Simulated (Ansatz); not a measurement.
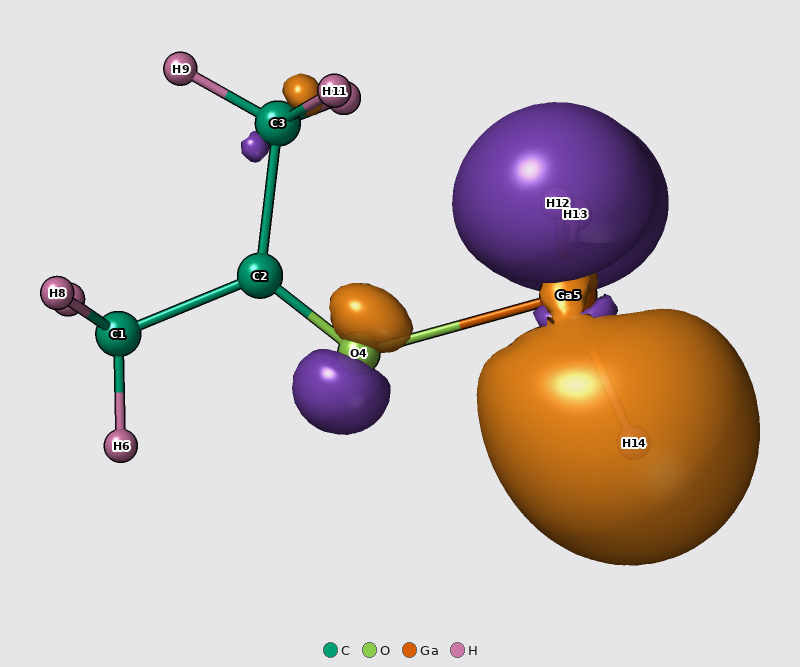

*C3H9GaO (SMILES CC(C)=[O+][GaH3-]). One frontier orbital at ±0.1 Å⁻³ᐟ² (orange and purple are the two phases), seen across its widest extent.*

Geometry: PBE0-D4/def2-TZVP.

These are results of RKS PBE0-D4/def2-TZVPP (Ansatz 0.2.0), not measurements.

```
atom    x (Å)    y (Å)    z (Å)
   C  -1.6053   1.0670   0.8282
   C  -0.4640   0.3073   0.2465
   C   0.6046  -0.1940   1.1550
   O  -0.4220   0.1083  -0.9602
  Ga   1.0857  -0.9361  -2.0101
   H  -2.3034   1.3749   0.0531
   H  -1.2237   1.9406   1.3653
   H  -2.1132   0.4441   1.5708
   H   0.4202   0.0552   2.1982
   H   1.5633   0.2205   0.8285
   H   0.6898  -1.2779   1.0308
   H   0.9503  -2.3170  -1.2425
   H   2.3073  -0.0234  -1.5753
   H   0.4976  -0.7988  -3.4593
```

> Which orbital is it: HOMO or LUMO?

The HOMO, at −7.44 eV. Its weight (Hirshfeld) is mainly on Ga5 (about 35 %), H14 (about 35 %), H12 (about 10 %) and H13 (about 10 %).
